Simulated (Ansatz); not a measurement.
## GePH$_{5}$ClF: nudged elastic band (part 1 of 2)

The run: nudged elastic band of GePH$_{5}$ClF. Method and program: RKS revPBE-D4/def2-SVP (Ansatz 0.2.0).

It belongs to a series of runs on one base structure; here: band between the two ends.

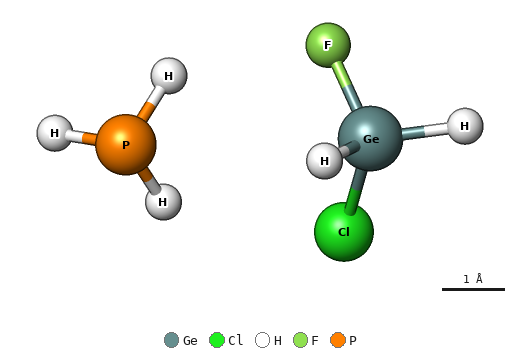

Fig. 1: The input geometry (ball-and-stick view, seen at a tilt). Sticks mark near contacts.

**The input**
```yaml
crystal:
  periodic: [false, false, false]
  atoms:
    - { symbol: Ge, position_ang: [0.509462, 0.026923, -0.134294] }
    - { symbol: Cl, position_ang: [0.99003, -0.057833, 1.982423] }
    - { symbol: H, position_ang: [1.826584, 0.051728, -0.942737] }
    - { symbol: H, position_ang: [-0.500576, 1.171763, -0.372578] }
    - { symbol: F, position_ang: [-0.30924, -1.482466, -0.530779] }
    - { symbol: P, position_ang: [-3.244659, 0.206637, 1.232325] }
    - { symbol: H, position_ang: [-2.703742, -0.932864, 0.536926] }
    - { symbol: H, position_ang: [-4.061794, -0.616892, 2.087426] }
    - { symbol: H, position_ang: [-2.154766, 0.214803, 2.175088] }
basis:
  gaussian: { orbitals: def2-SVP }
hamiltonian:
  xc: revpbe
  dispersion: d4
neb:
  order_check: false
  images: 9
  f_tol: 0.05
  max_iterations: 60
  final_atoms:
    - { symbol: Ge, position_ang: [-0.51514371, -0.32234623, -0.23945439] }
    - { symbol: Cl, position_ang: [0.37689957, 1.29101057, 2.90739082] }
    - { symbol: H, position_ang: [0.67185432, -1.13408983, 0.33621583] }
    - { symbol: H, position_ang: [-0.15410581, 1.13198935, -0.63347973] }
    - { symbol: F, position_ang: [-0.99460994, -1.13552196, -1.74276623] }
    - { symbol: P, position_ang: [-2.33254442, -0.3487327, 1.24111628] }
    - { symbol: H, position_ang: [-3.29846811, -0.00591029, 0.23304632] }
    - { symbol: H, position_ang: [-2.54172566, -1.76663108, 1.12887786] }
    - { symbol: H, position_ang: [-0.86085725, 0.87203116, 2.80285324] }
  initial_path:
    images:
      - { positions_ang: [[0.509462, 0.026923, -0.134294], [0.99003, -0.057833, 1.982423], [1.826584, 0.051728, -0.942737], [-0.500576, 1.171763, -0.372578], [-0.30924, -1.482466, -0.530779], [-3.244659, 0.206637, 1.232325], [-2.703742, -0.932864, 0.536926], [-4.061794, -0.616892, 2.087426], [-2.154766, 0.214803, 2.175088]] }
      - { positions_ang: [[0.40778174, 0.02039675, -0.10735921], [0.7893824, -0.02988255, 2.0997076], [1.75433097, 0.04142764, -0.85582887], [-0.54968232, 1.18317782, -0.41054193], [-0.40043072, -1.4674625, -0.52778084], [-3.08412558, 0.16183994, 1.14547782], [-2.80093906, -0.934641, 0.43387938], [-3.74793589, -0.57321375, 2.10294489], [-2.01708256, 0.18015665, 2.15330116]] }
      - { positions_ang: [[0.30610149, 0.01387049, -0.08042441], [0.58873481, -0.00193211, 2.21699221], [1.68207795, 0.03112728, -0.76892073], [-0.59878864, 1.19459264, -0.44850587], [-0.49162143, -1.45245899, -0.52478269], [-2.92359215, 0.11704288, 1.05863064], [-2.89813611, -0.936418, 0.33083276], [-3.43407777, -0.52953549, 2.11846377], [-1.87939913, 0.1455103, 2.13151433]] }
      - { positions_ang: [[0.20442123, 0.00734424, -0.05348962], [0.38808721, 0.02601834, 2.33427681], [1.60982492, 0.02082692, -0.6820126], [-0.64789497, 1.20600747, -0.4864698], [-0.58281215, -1.43745549, -0.52178453], [-2.76305873, 0.07224581, 0.97178346], [-2.99533317, -0.938195, 0.22778614], [-3.12021966, -0.48585724, 2.13398266], [-1.74171569, 0.11086396, 2.10972749]] }
      - { positions_ang: [[0.10274098, 0.00081798, -0.02655483], [0.18743962, 0.05396878, 2.45156141], [1.53757189, 0.01052657, -0.59510447], [-0.69700129, 1.21742229, -0.52443373], [-0.67400287, -1.42245198, -0.51878637], [-2.60252531, 0.02744875, 0.88493628], [-3.09253023, -0.939972, 0.12473952], [-2.80636154, -0.44217899, 2.14950154], [-1.60403225, 0.07621761, 2.08794066]] }
      - { positions_ang: [[0.00106072, -0.00570827, 0.00037997], [-0.01320798, 0.08191923, 2.56884601], [1.46531887, 0.00022621, -0.50819634], [-0.74610761, 1.22883711, -0.56239766], [-0.76519359, -1.40744848, -0.51578822], [-2.44199188, -0.01734831, 0.7980891], [-3.18972729, -0.941749, 0.02169289], [-2.49250343, -0.39850074, 2.16502043], [-1.46634882, 0.04157126, 2.06615382]] }
      - { positions_ang: [[-0.10218017, -0.06903586, -0.0475869], [0.06481353, 0.32373749, 2.63655498], [1.30662596, -0.226637, -0.3393139], [-0.62770725, 1.20946756, -0.57661408], [-0.81107686, -1.35306317, -0.76118382], [-2.42010239, -0.08362519, 0.88669453], [-3.21147545, -0.75458126, 0.06396358], [-2.50234787, -0.6721268, 1.95779191], [-1.3452505, 0.20766324, 2.2134937]] }
      - { positions_ang: [[-0.20542105, -0.13236345, -0.09555377], [0.14283504, 0.56555576, 2.70426394], [1.14793305, -0.45350021, -0.17043147], [-0.50930689, 1.19009801, -0.59083049], [-0.85696013, -1.29867787, -1.00657942], [-2.3982129, -0.14990207, 0.97529997], [-3.23322361, -0.56741352, 0.10623426], [-2.51219232, -0.94575287, 1.7505634], [-1.22415219, 0.37375522, 2.36083359]] }
      - { positions_ang: [[-0.30866194, -0.19569104, -0.14352065], [0.22085655, 0.80737403, 2.7719729], [0.98924014, -0.68036341, -0.00154904], [-0.39090653, 1.17072846, -0.6050469], [-0.9028434, -1.24429257, -1.25197503], [-2.37632341, -0.21617894, 1.06390541], [-3.25497178, -0.38024578, 0.14850495], [-2.52203676, -1.21937894, 1.54333488], [-1.10305388, 0.5398472, 2.50817347]] }
      - { positions_ang: [[-0.41190282, -0.25901864, -0.19148752], [0.29887806, 1.0491923, 2.83968186], [0.83054723, -0.90722662, 0.1673334], [-0.27250617, 1.1513589, -0.61926331], [-0.94872667, -1.18990726, -1.49737063], [-2.35443391, -0.28245582, 1.15251084], [-3.27671994, -0.19307803, 0.19077563], [-2.53188121, -1.49300501, 1.33610637], [-0.98195556, 0.70593918, 2.65551335]] }
      - { positions_ang: [[-0.51514371, -0.32234623, -0.23945439], [0.37689957, 1.29101057, 2.90739082], [0.67185432, -1.13408983, 0.33621583], [-0.15410581, 1.13198935, -0.63347973], [-0.99460994, -1.13552196, -1.74276623], [-2.33254442, -0.3487327, 1.24111628], [-3.29846811, -0.00591029, 0.23304632], [-2.54172566, -1.76663108, 1.12887786], [-0.86085725, 0.87203116, 2.80285324]] }
```

Machine: 2 threads of Intel Xeon (Sapphire Rapids), 32 GiB of memory available, shared host.

Command:
```bash
ansatz run input.yaml --threads 2 --pin off --max-ram 3072MiB --backend cpu --events-out ev --progress --plain --runs-dir out
```

**The program's output**
```
Engine: ansatz 0.2.0, x86_64-unknown-linux-gnu
Functional definition: revPBE
  parameter kappa = 1.245
  parameter beta = 0.06672455060314922
  exchange = pbe_x(kappa = kappa, mu = beta*pi^2/3)
  correlation = pbe_c(beta = beta)
1191 factors; their error is unknown
mean field evaluation 1: about -81101.3907 eV, gradient 4.0e1 eV
mean field evaluation 2: about -81089.3913 eV, gradient 9.7e1 eV
mean field evaluation 4: about -81103.9814 eV, gradient 4.5e0 eV
mean field evaluation 8: about -81103.9553 eV, gradient 9.3e-2 eV
mean field -81103.95534166 eV, -2980.5153845708 hartree, gradient 4.8e-5 eV, S^2 0.000000; 0 other end points of the search recorded, 0 dependent functions left out
the calculation of the forces begins
reference -81103.95538502 eV, -2980.5153861640 hartree; 39, 39 occupied and 68, 68 virtual orbitals, 1191 factors
1191 factors; their error is unknown
mean field evaluation 16: about -81101.0678 eV, gradient 4.0e1 eV
mean field -81103.50554748 eV, -2980.4988549392 hartree, gradient 3.9e-5 eV, S^2 0.000000; 0 other end points of the search recorded, 0 dependent functions left out
[... from here on the field's lines of each further geometry are left out, up to the last ...]
NEB iter   1: max|band force component| = 1.365e1 eV/Å  barrier→ = 4.9517 eV  barrier← = 4.5422 eV  Δτ_max = 0.2000 Å  (305 SCF iters)
NEB iter   2: max|band force component| = 5.062e0 eV/Å  barrier→ = 3.1983 eV  barrier← = 2.7888 eV  Δτ_max = 0.2000 Å  (273 SCF iters)
NEB iter   3: max|band force component| = 1.944e0 eV/Å  barrier→ = 2.5297 eV  barrier← = 2.1202 eV  Δτ_max = 0.2000 Å  (262 SCF iters)
NEB iter   4: max|band force component| = 8.753e-1 eV/Å  barrier→ = 2.0734 eV  barrier← = 1.6638 eV  Δτ_max = 0.2000 Å  (264 SCF iters)
NEB iter   5: max|band force component| = 7.688e-1 eV/Å  barrier→ = 2.1115 eV  barrier← = 1.7020 eV  Δτ_max = 0.2000 Å  (253 SCF iters)
NEB iter   6: max|band force component| = 1.107e0 eV/Å  barrier→ = 2.0226 eV  barrier← = 1.6130 eV  Δτ_max = 0.1014 Å  (264 SCF iters)
NEB iter   7: max|band force component| = 8.794e-1 eV/Å  barrier→ = 1.9022 eV  barrier← = 1.4927 eV  CI = image 4  Δτ_max = 0.2000 Å  (244 SCF iters)
NEB iter   8: max|band force component| = 5.393e-1 eV/Å  barrier→ = 2.1506 eV  barrier← = 1.7411 eV  CI = image 4  Δτ_max = 0.2000 Å  (257 SCF iters)
NEB iter   9: max|band force component| = 4.859e-1 eV/Å  barrier→ = 2.1144 eV  barrier← = 1.7049 eV  CI = image 4  Δτ_max = 0.1906 Å  (249 SCF iters)
NEB iter  10: max|band force component| = 4.157e-1 eV/Å  barrier→ = 2.0756 eV  barrier← = 1.6661 eV  CI = image 4  Δτ_max = 0.2000 Å  (255 SCF iters)
NEB iter  11: max|band force component| = 3.830e-1 eV/Å  barrier→ = 2.0524 eV  barrier← = 1.6428 eV  CI = image 4  Δτ_max = 0.1983 Å  (256 SCF iters)
NEB iter  12: max|band force component| = 2.131e-1 eV/Å  barrier→ = 2.0264 eV  barrier← = 1.6169 eV  CI = image 4  Δτ_max = 0.1999 Å  (250 SCF iters)
NEB iter  13: max|band force component| = 3.160e-1 eV/Å  barrier→ = 2.0025 eV  barrier← = 1.5929 eV  CI = image 4  Δτ_max = 0.1003 Å  (255 SCF iters)
NEB iter  14: max|band force component| = 3.437e-1 eV/Å  barrier→ = 1.9917 eV  barrier← = 1.5821 eV  CI = image 4  Δτ_max = 0.0503 Å  (238 SCF iters)
NEB iter  15: max|band force component| = 2.368e-1 eV/Å  barrier→ = 1.9865 eV  barrier← = 1.5770 eV  CI = image 4  Δτ_max = 0.0503 Å  (223 SCF iters)
NEB iter  16: max|band force component| = 1.144e-1 eV/Å  barrier→ = 1.9806 eV  barrier← = 1.5711 eV  CI = image 4  Δτ_max = 0.0999 Å  (223 SCF iters)
NEB iter  17: max|band force component| = 1.388e-1 eV/Å  barrier→ = 1.9677 eV  barrier← = 1.5582 eV  CI = image 4  Δτ_max = 0.0505 Å  (235 SCF iters)
NEB iter  18: max|band force component| = 1.568e-1 eV/Å  barrier→ = 1.9608 eV  barrier← = 1.5513 eV  CI = image 4  Δτ_max = 0.0250 Å  (223 SCF iters)
NEB iter  19: max|band force component| = 1.098e-1 eV/Å  barrier→ = 1.9572 eV  barrier← = 1.5477 eV  CI = image 4  Δτ_max = 0.0251 Å  (229 SCF iters)
NEB iter  20: max|band force component| = 1.039e-1 eV/Å  barrier→ = 1.9537 eV  barrier← = 1.5442 eV  CI = image 4  Δτ_max = 0.0250 Å  (229 SCF iters)
NEB iter  21: max|band force component| = 9.921e-2 eV/Å  barrier→ = 1.9503 eV  barrier← = 1.5407 eV  CI = image 4  Δτ_max = 0.0501 Å  (228 SCF iters)
NEB iter  22: max|band force component| = 8.643e-2 eV/Å  barrier→ = 1.9436 eV  barrier← = 1.5340 eV  CI = image 4  Δτ_max = 0.1000 Å  (224 SCF iters)
NEB iter  23: max|band force component| = 1.402e-1 eV/Å  barrier→ = 1.9312 eV  barrier← = 1.5217 eV  CI = image 4  Δτ_max = 0.0502 Å  (230 SCF iters)
NEB iter  24: max|band force component| = 9.898e-2 eV/Å  barrier→ = 1.9256 eV  barrier← = 1.5161 eV  CI = image 4  Δτ_max = 0.0502 Å  (229 SCF iters)
NEB iter  25: max|band force component| = 6.402e-2 eV/Å  barrier→ = 1.9204 eV  barrier← = 1.5109 eV  CI = image 4  Δτ_max = 0.0503 Å  (225 SCF iters)
NEB iter  26: max|band force component| = 6.803e-2 eV/Å  barrier→ = 1.9157 eV  barrier← = 1.5062 eV  CI = image 4  Δτ_max = 0.0502 Å  (225 SCF iters)
NEB iter  27: max|band force component| = 8.410e-2 eV/Å  barrier→ = 1.9116 eV  barrier← = 1.5020 eV  CI = image 4  Δτ_max = 0.0503 Å  (224 SCF iters)
NEB iter  28: max|band force component| = 9.554e-2 eV/Å  barrier→ = 1.9082 eV  barrier← = 1.4986 eV  CI = image 4  Δτ_max = 0.0502 Å  (224 SCF iters)
NEB iter  29: max|band force component| = 1.055e-1 eV/Å  barrier→ = 1.9059 eV  barrier← = 1.4964 eV  CI = image 4  Δτ_max = 0.0503 Å  (226 SCF iters)
NEB iter  30: max|band force component| = 1.106e-1 eV/Å  barrier→ = 1.9049 eV  barrier← = 1.4954 eV  CI = image 4  Δτ_max = 0.0500 Å  (227 SCF iters)
NEB iter  31: max|band force component| = 1.072e-1 eV/Å  barrier→ = 1.9047 eV  barrier← = 1.4951 eV  CI = image 4  Δτ_max = 0.0501 Å  (226 SCF iters)
NEB iter  32: max|band force component| = 1.055e-1 eV/Å  barrier→ = 1.9046 eV  barrier← = 1.4951 eV  CI = image 4  Δτ_max = 0.0501 Å  (229 SCF iters)
NEB iter  33: max|band force component| = 9.500e-2 eV/Å  barrier→ = 1.9046 eV  barrier← = 1.4950 eV  CI = image 4  Δτ_max = 0.0990 Å  (223 SCF iters)
NEB iter  34: max|band force component| = 7.240e-2 eV/Å  barrier→ = 1.9045 eV  barrier← = 1.4950 eV  CI = image 4  Δτ_max = 0.1956 Å  (221 SCF iters)
NEB iter  35: max|band force component| = 7.139e-2 eV/Å  barrier→ = 1.9045 eV  barrier← = 1.4950 eV  CI = image 4  Δτ_max = 0.1546 Å  (226 SCF iters)
NEB iter  36: max|band force component| = 5.029e-2 eV/Å  barrier→ = 1.9045 eV  barrier← = 1.4950 eV  CI = image 4  Δτ_max = 0.2000 Å  (225 SCF iters)
NEB iter  37: max|band force component| = 6.240e-2 eV/Å  barrier→ = 1.9045 eV  barrier← = 1.4950 eV  CI = image 4  Δτ_max = 0.1020 Å  (232 SCF iters)
NEB iter  38: max|band force component| = 5.826e-2 eV/Å  barrier→ = 1.9045 eV  barrier← = 1.4950 eV  CI = image 4  Δτ_max = 0.1016 Å  (217 SCF iters)
the calculation of the forces begins
reference -81103.44300901 eV, -2980.4965566929 hartree; 39, 39 occupied and 68, 68 virtual orbitals, 1191 factors
1191 factors; their error is unknown
mean field -81101.91086628 eV, -2980.4402514860 hartree, gradient 2.6e-5 eV, S^2 0.000000; 1 other end points of the search recorded, 0 dependent functions left out
the calculation of the forces begins
reference -81101.91090563 eV, -2980.4402529324 hartree; 39, 39 occupied and 68, 68 virtual orbitals, 1191 factors
NEB iter  39: max|band force component| = 4.538e-2 eV/Å  barrier→ = 1.9045 eV  barrier← = 1.4950 eV  CI = image 4  Δτ_max = 0.0000 Å  (453 SCF iters)
```
